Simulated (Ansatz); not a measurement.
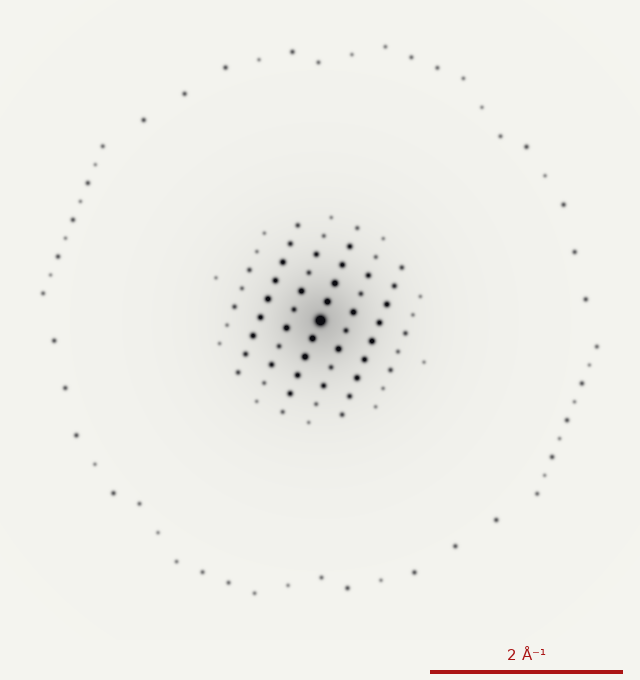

Wide-angle electron diffraction pattern, simulated kinematically at 100 kV (λ = 0.0370 Å, B = 0.2 Å², logarithmic intensity scale). The centre holds the zero-order Laue zone; the ring outside it is the first higher-order Laue zone that is excited.

Crystal: NiCl3, space group Pm-3m (No. 221), a = 4.820 Å, zone axis [110]. Structure: the input geometry of an electronic-structure calculation (not necessarily at equilibrium); the starting structure was generated, so it need not be a known form of this composition.

> What radius does the first ring have, and which layer is it?

The repeat along [110] is 6.817 Å. The first occupied layer is hu + kv + lw = 1, H = 1/6.817 = 0.1467 Å⁻¹ above the zero layer, and the ring has radius G ≈ (2H/λ)^½ = 2.81 Å⁻¹.

> What symmetry do the zero layer and the whole pattern have?

Zero layer: 2mm. With the outer ring, and with Friedel's law holding in this kinematic picture: 2mm.
